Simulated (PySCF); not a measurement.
Vertical excitations of a molecule C2H5FOSi2 from PySCF 2.14.0 with TDDFT-LC-ωPBE/def2-SVPD, as energy in eV (oscillator strength): 5.59 (0.108), 5.85 (0.000), 6.47 (0.000), 6.60 (0.013), 6.74 (0.049), 7.16 (0.005), 7.43 (0.002), 7.91 (0.028), 7.98 (0.390), 7.99 (0.020). Lowest triplet (TDA): 3.57 eV. The structure is a stationary point at PBE0-D3(BJ)/def2-SVP. Other conformers were not sampled.

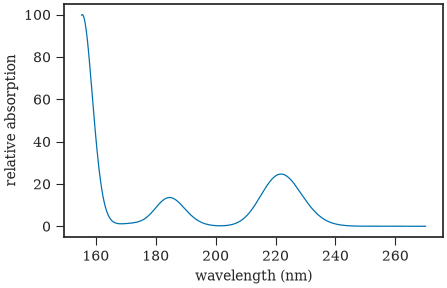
The lines broadened by 0.4 eV.

Task: Which molecule gave these data?
(A) FC1=CO[SiH2][SiH2]1
(B) C=C1O[SiH2][Si@@H]1F
(C) FC=C1[SiH2]O[SiH2]1
(D) O=C1[SiH2]C[Si@H]1F

Result: A, FC1=CO[SiH2][SiH2]1
